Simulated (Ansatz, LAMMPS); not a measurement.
# As in place of Si at several sites of amorphous Si (127 atoms), part 2 of 2

Aim: make As in place of Si at several sites of amorphous Si (127 atoms), relax each, and compare their energies.

Ansatz 0.2.0; Kohn-Sham DFT, PBE, PAW (set soft_2), plane waves.

The cell: 127 Si. The quench rate of 10 K/ps far exceeds what a furnace or splat quench reaches. The starting topology of bonds comes from the classical model. The Brillouin zone is sampled at Γ only, in a cell whose shortest periodic width is 14 Å.

So far. Step 2 (Single point at the start): The r.m.s. force at the start is 0.51 eV/Å. Step 3 (Relaxation): The relaxation converged after 10 steps, 6.22 eV below its start, with a largest force component of 0.023 eV/Å.

**5. As on a site of Si, site Si37**

The site has 3 bonded neighbours (Si3) at 2.33 Å on average, by cutoffs that count no bonds between two metal atoms or like ions. The change is made in the relaxed cell and the atoms are relaxed again.

The input, input.yaml:

```yaml
crystal:
  lattice:
    - [13.7871, 0.0, 0.0]
    - [0.0, 13.7871, 0.0]
    - [0.0, 0.0, 13.7871]
  atoms:
    [... atom lines 1 to 33 left out ...]
    - { symbol: Si, position: [0.98106, 0.88573, 0.52637] }
    - { symbol: Si, position: [0.25423, 0.38115, 0.43232] }
    - { symbol: Si, position: [0.18172, 0.11722, 0.46867] }
    - { symbol: As, position: [0.39329, 0.70017, 0.08751] }
    - { symbol: Si, position: [0.05892, 0.44899, 0.24591] }
    - { symbol: Si, position: [0.57571, 0.54112, 0.89667] }
    - { symbol: Si, position: [0.87701, 0.16814, 0.89154] }
    [... atom lines 41 to 127 left out ...]
kpoints:
  mp_grid: { grid: [1, 1, 1] }
hamiltonian:
  xc: pbe
scf:
  occupations: { method: gaussian, width: 0.05 }
output:
  forces: true
  eigenvalues: true
relax:
  f_tol: 0.05
  max_steps: 90
```

Started as:

```sh
> ansatz run input.yaml --threads 4 --pin off --max-ram 8192MiB --backend cpu --events-out ev --progress --plain --runs-dir out
```

Numbers of over 12 decimals in the logs are rounded to 6 here.

The program printed:

```text
[...]
Crystal: 127 atoms, lattice volume = 2620.709 Å³
Basis set: ecut = 420 eV, 51219 PW (Γ), exchange–correlation on 192×192×192 points (8 copies of the dense FFT grid, shifted against one another)
Bands: 387, of which v1, the nominal top of the filled ones, is band 260 counted from 1 (259 counted from 0)
Symmetry: 1 space group operations
[...]
k-points: 1
[...]
SCF iter   1: F=—  HF=-84943.538715 eV  |F-HF|=—  |Δ(HF+E_count)|=         —  Δρ=2.71e-3  dr2=5.11e-1  ethr=1.77e-3  ⟨swp⟩=6.0  Hψ=1776  notcnv=0  defer=62
[...]
SCF iter   6: F=—  HF=-84943.476150 eV  |F-HF|=—  |Δ(HF+E_count)|=   2.05e-4  Δρ=3.43e-5  dr2=1.13e-4  ethr=1.12e-7  ⟨swp⟩=2.0  Hψ=528  notcnv=0  defer=119
SCF iter   7: F=-84943.476204 eV  HF=-84943.476202 eV  |F-HF|=1.64e-6  |Δ(HF+E_count)|=   5.22e-5  Δρ=1.19e-5  dr2=1.44e-5  ethr=1.20e-8  ⟨swp⟩=12.0  Hψ=2511  notcnv=0
SCF 1 converged in 7 iterations: F = -84943.476204 eV  dr2 = 1.44e-5
[...]
relax step   1: F+E_penalty+E_count = -84943.47620410 eV  Δ(F+E_penalty+E_count) = +0.000e0 eV  max|allowed force component| = 6.303e-1 eV/Å  Δτ_max = 0.0000 Å  (7 SCF iters, dr2 threshold 6.25e-5 eV, accepted)
[...]
relax step   2: F+E_penalty+E_count = -84943.61849209 eV  Δ(F+E_penalty+E_count) = -1.423e-1 eV  max|allowed force component| = 1.570e-1 eV/Å  Δτ_max = 0.1273 Å  (6 SCF iters, dr2 threshold 2.48e-5 eV, accepted)
[...]
relax step   3: F+E_penalty+E_count = -84943.63724114 eV  Δ(F+E_penalty+E_count) = -1.875e-2 eV  max|allowed force component| = 8.707e-2 eV/Å  Δτ_max = 0.0299 Å  (7 SCF iters, accepted)
[...]
relax step   4: F+E_penalty+E_count = -84943.64128450 eV  Δ(F+E_penalty+E_count) = -4.043e-3 eV  max|allowed force component| = 2.106e-2 eV/Å  Δτ_max = 0.0185 Å  (7 SCF iters, accepted)
SCF converged after 7 iterations
Free energy (F): -84943.641285 eV
[...]
Internal energy: -84943.613075 eV  (E = F + TS)
E sigma→0 (E₀):  -84943.627180 eV
Entropy (-TS):   -0.028209 eV (-0.222 meV/atom)
Fermi energy:    6.277560 eV
[...]
Σ components = -84943.641285   (vs F -84943.641285, Δ=0.00e0)
--- Forces (eV/Å), atoms counted from 1 ---
  atom   1  Si     0.00264023    -0.00229747     0.00342504
  atom   2  Si    -0.00048120    -0.00226429     0.00179590
  atom   3  Si     0.00855425     0.00332334     0.00042126
  atom   4  Si     0.00105773     0.00069748     0.00059059
[...]
atom 127  Si     0.00386870    -0.00030294     0.00225358
  max |Σ_I F_I| component: 1.68e-5 eV/Å
--- Band table (eV) ---
[...]
--- Relaxed structure (4 steps of the walk, 4 accepted, 0 SCFs on fresh bases) ---
  F+E_penalty+E_count = -84943.64128450 eV   max|allowed force component| = 2.106e-2 eV/Å
  atoms:
    - { symbol: Si, position: [0.320044, 0.034784, 0.402977] }
    - { symbol: Si, position: [0.131462, 0.410583, 0.746479] }
    - { symbol: Si, position: [0.628383, 0.654850, 0.705992] }
    - { symbol: Si, position: [0.397391, 0.361240, 0.127188] }
[...]
- { symbol: Si, position: [0.238812, 0.525617, 0.658155] }
```

Wall time 2.2 min (4 threads of Arm Neoverse V1, shared host); peak memory 3 GiB; 8.7 min of CPU time.

The relaxation converged after 4 steps, 0.165 eV below its start, with a largest force component of 0.021 eV/Å.

Local excerpt of 11 atoms (numbers count through the whole input) about the As atom, after relaxation; x, y, z are measured from there.

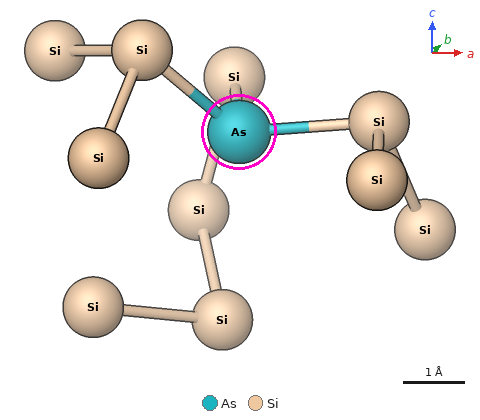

The atoms of the table, within 3.7 Å (arrows a, b, c point along x, y, z); some may hide others; the central atom is ringed.

```csv
atom,x,y,z,distance (Å),bonds
As37,0.00,0.00,0.00,0.00,3
Si86,2.31,0.13,0.22,2.33,4
Si118,-1.38,-1.21,1.50,2.37,4
Si24,-0.54,2.27,0.54,2.39,4
Si82,-1.18,2.47,-1.72,3.24,4
Si76,-0.43,0.73,-3.25,3.36,4
Si93,-3.15,0.30,1.20,3.38,4
Si94,2.73,-2.09,-0.39,3.46,4
Si23,-1.73,-3.09,-0.01,3.54,4
Si33,2.81,1.49,-1.76,3.64,4
Si58,-2.29,-0.78,-2.86,3.75,4
```

The column of bonds counts only the pairs Si-Si within 2.98 Å, Si-As within 2.77 Å; other neighbours, such as metal atoms beside each other in a compound, aren't counted, and periodic images can show an atom twice.

The largest move is 0.15 Å, by Si76.

**6. As on a site of Si, site Si52**

The site has 5 bonded neighbours (Si5) at 2.57 Å on average. 

Input and log are left out; they have the form of those shown for this kind of step.

Wall time 3.2 min (4 threads of Arm Neoverse V1, shared host); peak memory 3 GiB.

The relaxation converged after 6 steps, 0.254 eV below its start, with a largest force component of 0.041 eV/Å.

**7. As on a site of Si, site Si16**

The site has 4 bonded neighbours (Si4) at 2.35 Å on average. 

Input and log are left out; they have the form of those shown for this kind of step.

Run time: 1.7 min. Hardware: 4 threads of Arm Neoverse V1, shared host; peak memory 3 GiB; 6.6 min of CPU time.

The relaxation converged after 3 steps, 0.166 eV below its start, with a largest force component of 0.039 eV/Å.

**8. As on a site of Si, site Si84**

The site has 4 bonded neighbours (Si4) at 2.38 Å on average. 

Input and log are left out; they have the form of those shown for this kind of step.

Run time: 2.2 min. Hardware: 4 threads of Arm Neoverse V1, shared host; peak memory 3 GiB; 8.7 min of CPU time.

The relaxation converged after 4 steps, 0.182 eV below its start, with a largest force component of 0.023 eV/Å.

Local excerpt of 12 atoms (numbers count through the whole input) about the As atom, after relaxation; x, y, z are measured from there.

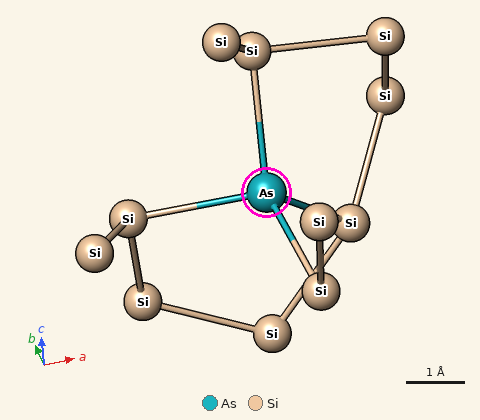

The atoms of the table, within 3.7 Å (arrows a, b, c point along x, y, z); some may hide others; the central atom is ringed.

```csv
atom,x,y,z,distance (Å),bonds
As84,0.00,0.00,0.00,0.00,4
Si67,-2.36,0.51,-0.33,2.44,4
Si22,1.62,0.91,-1.58,2.44,4
Si95,0.18,1.15,2.17,2.46,4
Si92,0.34,-2.36,-0.63,2.47,4
Si13,2.56,1.26,1.86,3.41,4
Si66,-2.09,1.15,-2.52,3.48,4
Si56,0.06,0.79,-3.45,3.55,4
Si72,2.72,2.46,-0.17,3.67,4
Si55,0.20,-3.37,1.48,3.69,4
Si103,-3.40,-1.45,0.43,3.72,4
Si78,-0.69,-0.54,3.63,3.73,4
```

The column of bonds counts only the pairs Si-Si within 2.93 Å, Si-As within 2.88 Å; other neighbours, such as metal atoms beside each other in a compound, aren't counted, and periodic images can show an atom twice.

The largest move is 0.11 Å, by Si92.

**9. As on a site of Si, site Si127**

The site has 4 bonded neighbours (Si4) at 2.42 Å on average. 

Input and log are left out; they have the form of those shown for this kind of step.

Run time: 2.3 min. Hardware: 4 threads of Arm Neoverse V1, shared host; peak memory 3 GiB.

The relaxation converged after 4 steps, 0.169 eV below its start, with a largest force component of 0.020 eV/Å.

**10. As on a site of Si, site Si93**

The site has 4 bonded neighbours (Si4) at 2.39 Å on average. 

Input and log are left out; they have the form of those shown for this kind of step.

The job ended after 2.2 min (4 threads of Arm Neoverse V1, shared host; peak memory 3 GiB).

The relaxation converged after 4 steps, 0.181 eV below its start, with a largest force component of 0.022 eV/Å.

**11. The sites compared**

All these cells hold the same atoms, so their energies can be compared with no chemical potential.

```csv
site,neighbours,mean distance (Å),atoms within 6 Å,energy over the best site (eV),before relaxation (eV),gain on relaxing (eV)
Si37,Si3,2.33,40,0.00,0.00,0.17
Si52,Si5,2.57,41,0.80,0.89,0.25
Si93,Si4,2.39,42,0.91,0.92,0.18
Si84,Si4,2.38,44,0.91,0.93,0.18
Si127,Si4,2.42,44,0.94,0.94,0.17
Si16,Si4,2.35,42,1.01,1.01,0.17
```

Neighbours are those of the relaxed host within 2.93 Å (Si-Si); other pairs aren't counted.

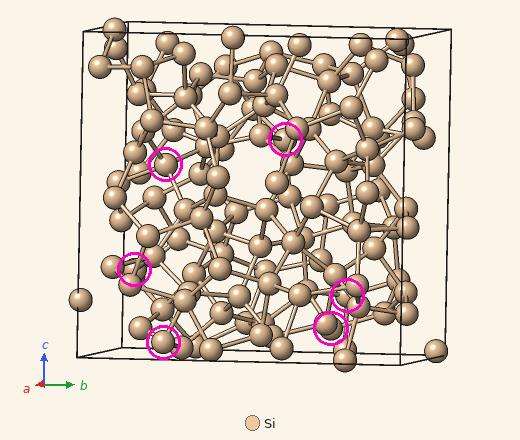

The relaxed cell with the tried sites ringed. Bonds to atoms that aren't drawn are left out.

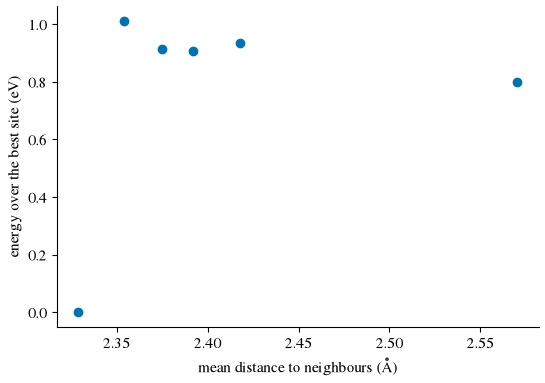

Site energy against the site's surroundings.

**12. Findings**

The cheapest site is Si37 (3 neighbours, Si3); the dearest, Si16 (4 neighbours, Si4), costs 1.0 eV more. By coordination the energies over the best site are 0.00 eV with 3 neighbours, 0.91 to 1.01 eV with 4 neighbours and 0.80 eV with 5 neighbours. Relaxation gains 0.17 to 0.25 eV and leaves the best site the same.

**Limits.** Defects are neutral and interact with their images. In a disordered cell the relaxation can also rearrange atoms far from the site. Only 6 of the 127 Si sites were tried; unless symmetry makes the others alike to these, a cheaper one may exist. The change leaves an odd electron count, and these runs have no spin polarisation.

The DFT runs together took 19 min of wall time.

[Logs are printed without paths, hosts, clocks, repeated set-up lines and the standing remarks that a program may print on its own settings, such as how far it seeks lower states.]

[Hosts, paths, dates, database ids (printed as entryN), source tags and the programs' standing remarks are cut or masked in the printed files.]
